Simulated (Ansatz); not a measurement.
# Squeezing and shearing a frame of amorphous polyoxymethylene (as short chains C9O8H20) from 400 K (111 atoms)

How stiff is a frame of amorphous polyoxymethylene (as short chains C9O8H20) from 400 K (111 atoms), and how do its levels respond to strain?

Main program and level: Ansatz 0.2.0; Kohn-Sham DFT, PBE+D4, PAW (set soft_2), plane waves.

### 1. The starting structure

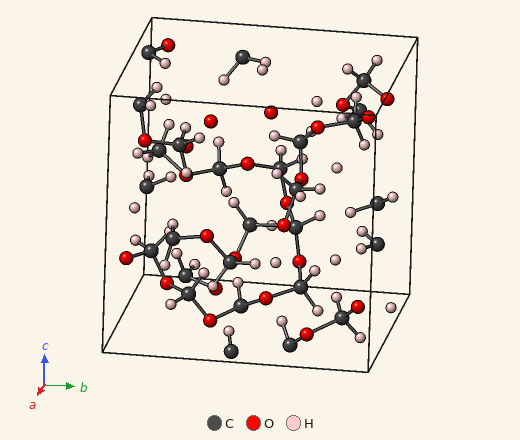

The cell as given, slightly off an axis (carbon dark grey, oxygen red, hydrogen pink). Bonds to atoms that aren't drawn are left out. Some periodic images of atoms are drawn too.

The cell holds 111 atoms: 27 C, 24 O and 60 H. Cell: a = 10.111 Å, b = 10.111 Å, c = 10.111 Å, α = 90.0°, β = 90.0°, γ = 90.0°. 3 polyoxymethylene chains of 7 units with methyl end groups placed at random, at 1.24 g/cm³; overlaps pushed apart, then 20 ps at 800 K with MMFF94 bonds, angles, torsions, charges and radii (Halgren, J. Comput. Chem. 17, 490 (1996)) in harmonic and 12-6 forms. Snapshot after 30 ps at 400 K and fixed volume.

Limits known from the start: The network of contacts between molecules at the start is that of the classical potential that made the cell, and needn't be the one that DFT or experiment would give. Only the Γ point is sampled.

### 2. Single point at the start

A single point comes first, to see the forces before anything moves.

File input.yaml:

```yaml
crystal:
  lattice:
    - [10.1109, 0.0, 0.0]
    - [0.0, 10.1109, 0.0]
    - [0.0, 0.0, 10.1109]
  atoms:
    - { symbol: C, position: [0.31786, 0.08971, 0.58675] }
    - { symbol: O, position: [0.36098, 0.20039, 0.51208] }
    - { symbol: C, position: [0.27054, 0.31214, 0.51797] }
    - { symbol: O, position: [0.33993, 0.42639, 0.56739] }
    - { symbol: C, position: [0.25762, 0.53713, 0.53199] }
    - { symbol: O, position: [0.24922, 0.56571, 0.39784] }
    - { symbol: C, position: [0.3717, 0.61823, 0.3445] }
    - { symbol: O, position: [0.35883, 0.63518, 0.20802] }
    - { symbol: C, position: [0.48421, 0.66159, 0.14941] }
    - { symbol: O, position: [0.56282, 0.54351, 0.12035] }
    - { symbol: C, position: [0.48231, 0.4392, 0.05781] }
    - { symbol: O, position: [0.56931, 0.33812, 0.01978] }
    - { symbol: C, position: [0.60018, 0.25856, 0.12676] }
    - { symbol: O, position: [0.50035, 0.16129, 0.13042] }
    - { symbol: C, position: [0.51313, 0.10024, 0.25586] }
    - { symbol: O, position: [0.62637, 0.02416, 0.25548] }
    - { symbol: C, position: [0.63377, 0.96592, 0.38497] }
    - { symbol: H, position: [0.27208, 0.11724, 0.67567] }
    - { symbol: H, position: [0.24725, 0.0372, 0.5346] }
    - { symbol: H, position: [0.39991, 0.02216, 0.59533] }
    - { symbol: H, position: [0.23184, 0.33417, 0.41978] }
    - { symbol: H, position: [0.19476, 0.29409, 0.59771] }
    - { symbol: H, position: [0.296, 0.6245, 0.58788] }
    - { symbol: H, position: [0.16309, 0.52457, 0.57325] }
    - { symbol: H, position: [0.43495, 0.53851, 0.36442] }
    - { symbol: H, position: [0.39023, 0.71139, 0.40255] }
    - { symbol: H, position: [0.47597, 0.72694, 0.05956] }
    - { symbol: H, position: [0.53222, 0.71928, 0.23182] }
    - { symbol: H, position: [0.40029, 0.41279, 0.12208] }
    - { symbol: H, position: [0.43759, 0.48496, 0.96683] }
    - { symbol: H, position: [0.61671, 0.31535, 0.2175] }
    - { symbol: H, position: [0.69028, 0.20642, 0.10933] }
    - { symbol: H, position: [0.51363, 0.16732, 0.33569] }
    - { symbol: H, position: [0.42921, 0.02789, 0.26581] }
    - { symbol: H, position: [0.55017, 0.89534, 0.4044] }
    - { symbol: H, position: [0.7288, 0.92025, 0.3927] }
    - { symbol: H, position: [0.63578, 0.05112, 0.45658] }
    - { symbol: C, position: [0.974, 0.14375, 0.64859] }
    - { symbol: O, position: [0.00762, 0.14657, 0.51263] }
    - { symbol: C, position: [0.93683, 0.24264, 0.44329] }
    - { symbol: O, position: [0.98417, 0.37667, 0.4776] }
    - { symbol: C, position: [0.93356, 0.46015, 0.36677] }
    - { symbol: O, position: [0.79789, 0.45723, 0.34021] }
    - { symbol: C, position: [0.73195, 0.50067, 0.45408] }
    - { symbol: O, position: [0.76527, 0.63282, 0.47309] }
    - { symbol: C, position: [0.72125, 0.66852, 0.60132] }
    - { symbol: O, position: [0.58219, 0.66627, 0.59903] }
    - { symbol: C, position: [0.52921, 0.6499, 0.72697] }
    - { symbol: O, position: [0.60874, 0.72491, 0.81379] }
    - { symbol: C, position: [0.56186, 0.85433, 0.83365] }
    - { symbol: O, position: [0.66964, 0.9227, 0.88707] }
    - { symbol: C, position: [0.64871, 0.06275, 0.86188] }
    - { symbol: O, position: [0.65729, 0.08496, 0.72733] }
    - { symbol: C, position: [0.58715, 0.20593, 0.69904] }
    - { symbol: H, position: [0.86929, 0.13494, 0.65857] }
    - { symbol: H, position: [0.02134, 0.06541, 0.69346] }
    - { symbol: H, position: [0.99015, 0.23548, 0.69867] }
    - { symbol: H, position: [0.95225, 0.21707, 0.34203] }
    - { symbol: H, position: [0.8327, 0.225, 0.46604] }
    - { symbol: H, position: [0.96443, 0.55805, 0.37755] }
    - { symbol: H, position: [0.97152, 0.40328, 0.28056] }
    - { symbol: H, position: [0.63313, 0.48603, 0.4295] }
    - { symbol: H, position: [0.75024, 0.43952, 0.54237] }
    - { symbol: H, position: [0.76743, 0.60063, 0.67233] }
    - { symbol: H, position: [0.75947, 0.76216, 0.62242] }
    - { symbol: H, position: [0.42312, 0.67436, 0.73796] }
    - { symbol: H, position: [0.54414, 0.5537, 0.74779] }
    - { symbol: H, position: [0.53568, 0.89098, 0.73659] }
    - { symbol: H, position: [0.49113, 0.84839, 0.9051] }
    - { symbol: H, position: [0.73296, 0.11331, 0.88844] }
    - { symbol: H, position: [0.55424, 0.10855, 0.90502] }
    - { symbol: H, position: [0.63526, 0.28597, 0.74659] }
    - { symbol: H, position: [0.48578, 0.21088, 0.73518] }
    - { symbol: H, position: [0.58162, 0.23325, 0.59047] }
    - { symbol: C, position: [0.04458, 0.79755, 0.71323] }
    - { symbol: O, position: [0.17136, 0.75288, 0.77064] }
    - { symbol: C, position: [0.19591, 0.83184, 0.87896] }
    - { symbol: O, position: [0.27566, 0.93394, 0.83915] }
    [... 27 atom lines left out ...]
    - { symbol: H, position: [0.80828, 0.74792, 0.97668] }
    - { symbol: H, position: [0.79819, 0.84285, 0.21894] }
    - { symbol: H, position: [0.84411, 0.94358, 0.08348] }
    - { symbol: H, position: [0.91501, 0.85144, 0.4007] }
    - { symbol: H, position: [0.0881, 0.93815, 0.40064] }
    - { symbol: H, position: [0.06089, 0.77742, 0.32059] }
kpoints:
  mp_grid: { grid: [1, 1, 1] }
hamiltonian:
  xc: pbe
  dispersion: d4
scf:
  occupations: { method: fermi_dirac, width: 0.025 }
output:
  forces: true
```

Launch:

```sh
$ ansatz run input.yaml --threads 4 --pin off --max-ram 8192MiB --backend cpu --events-out ev --progress --plain --runs-dir out
```

What it wrote:

```text
[...]
Pseudopotentials: kind: paw
Pseudopotential: C, paw, valence charge 4, recommended cutoff 420 eV (normal), C.paw.azcp
Pseudopotential: O, paw, valence charge 6, recommended cutoff 420 eV (normal), O.paw.azcp
Pseudopotential: H, paw, valence charge 1, recommended cutoff 420 eV (normal), H.paw.azcp
[... 5 lines on functional and potentials left out ...]
Crystal: 111 atoms, lattice volume = 1033.640 Å³
Basis set: ecut = 420 eV, 20197 PW (Γ), exchange–correlation on 144×144×144 points (8 copies of the dense FFT grid, shifted against one another)
Bands: 267, of which v1, the nominal top of the filled ones, is band 156 counted from 1 (155 counted from 0)
Symmetry: 1 space group operations
Space group: P1 (ITA 1), of the structure as read, at distance tolerance 1.0e-4 Å
k-points: 1
[... 7 lines on functional and potentials left out ...]
Initial density: superposition of atomic densities (neutral atoms: chi_scale 0, normalization atom), corrected by the library's trained network
Initial wavefunctions: pseudopotential atomic-orbital guess
[...]
SCF iter   1: F=—  HF=-21331.647690 eV  |F-HF|=—  |Δ(HF+E_count)|=         —  Δρ=5.84e-3  dr2=2.97e-1  ethr=1.77e-3  ⟨swp⟩=6.0  Hψ=1222  notcnv=0  defer=8
preconditioner: auto → Resta (q_TF=auto, 2.235 Å⁻¹)  ε∞=2.4  [insulator: Δε(μ)=5.291 eV  Ē_g=17.107 eV  σ=0.025 eV  W_gap=1.00  n_scr=178 (ndim 8)  ℏωp=20.4 eV  f_vac=0.227  D(μ)=0.00/eV (n_scr^D=0)  ε∞_Penn≈2.4]
SCF iter   2: F=—  HF=-21331.602002 eV  |F-HF|=—  |Δ(HF+E_count)|=   4.57e-2  Δρ=2.93e-3  dr2=6.76e-2  ethr=9.53e-5  ⟨swp⟩=2.0  Hψ=346  notcnv=0  defer=106
SCF iter   3: F=—  HF=-21331.607965 eV  |F-HF|=—  |Δ(HF+E_count)|=   5.96e-3  Δρ=1.21e-3  dr2=1.58e-2  ethr=2.17e-5  ⟨swp⟩=3.0  Hψ=295  notcnv=0  defer=19
automatic band count: iteration 3 solves 180 bands in place of 267: the levels show a gap, and the empty bands left out lie too high to hold charge; the band table lists the bands solved (type scf.n_extra_bands for more)
SCF iter   4: F=—  HF=-21331.607146 eV  |F-HF|=—  |Δ(HF+E_count)|=   8.19e-4  Δρ=3.53e-4  dr2=1.61e-3  ethr=5.06e-6  ⟨swp⟩=2.0  Hψ=322  notcnv=0  defer=19
SCF iter   5: F=—  HF=-21331.607475 eV  |F-HF|=—  |Δ(HF+E_count)|=   3.30e-4  Δρ=1.31e-4  dr2=2.18e-4  ethr=5.17e-7  ⟨swp⟩=2.0  Hψ=303  notcnv=0  defer=19
SCF iter   6: F=—  HF=-21331.607520 eV  |F-HF|=—  |Δ(HF+E_count)|=   4.51e-5  Δρ=5.72e-5  dr2=2.92e-5  ethr=6.98e-8  ⟨swp⟩=2.0  Hψ=313  notcnv=0  defer=19
SCF iter   7: F=—  HF=-21331.608733 eV  |F-HF|=—  |Δ(HF+E_count)|=   1.21e-3  Δρ=2.70e-5  dr2=6.15e-6  ethr=9.36e-9  ⟨swp⟩=2.0  Hψ=334  notcnv=0  defer=19
SCF iter   8: F=—  HF=-21331.608733 eV  |F-HF|=—  |Δ(HF+E_count)|=   2.20e-7  Δρ=5.89e-6  dr2=3.82e-7  ethr=1.97e-9  ⟨swp⟩=2.0  Hψ=313  notcnv=0  defer=19
SCF iter   9: F=-21331.608734 eV  HF=-21331.608734 eV  |F-HF|=1.11e-8  |Δ(HF+E_count)|=   2.70e-7  Δρ=2.78e-6  dr2=7.43e-8  ethr=3.21e-11  ⟨swp⟩=5.0  Hψ=616  notcnv=0
SCF 1 converged in 9 iterations: F = -21331.608734 eV  dr2 = 7.43e-8
[...]
SCF converged after 9 iterations
Free energy (F): -21331.608734 eV
Harris-Foulkes:  -21331.608734 eV  (|F-HF|=1.11e-8)
Internal energy: -21331.608734 eV  (E = F + TS)
E sigma→0 (E₀):  -21331.608734 eV
Fermi energy:    2.464196 eV
--- Per-component energies (eV) ---
[...]
Σ components = -21331.608734   (vs F -21331.608734, Δ=0.00e0)
--- Forces (eV/Å), atoms counted from 1 ---
  atom   1  C      1.33995932     0.59724812    -0.90813964
  atom   2  O     -0.74662093     1.65799687    -0.23065711
  atom   3  C      0.75969803    -1.21811690     1.71419183
  atom   4  O     -0.03709010     0.24477256    -1.04191260
[...]
atom 111  H      0.18440944    -0.18393199    -0.13263366
  max |Σ_I F_I| component: 2.43e-4 eV/Å
```

The job ended after 9 s (4 threads of Arm Neoverse V1, shared host; peak memory 1.1 GiB).

The r.m.s. force at the start is 1.1 eV/Å.

[end of part 1 of 3]

[Logs are printed without paths, hosts, clocks, repeated set-up lines and the standing remarks that a program may print on its own settings, such as how far it seeks lower states.]

[Hosts, paths, dates, database ids (printed as entryN), source tags and the programs' standing remarks are cut or masked in the printed files.]

[The MMFF94 radii named for the starting cell were scaled by 0.96; in molecules described by MMFF94, hydrogen bound to N, O or S took a small fixed 12-6 site in their place.]
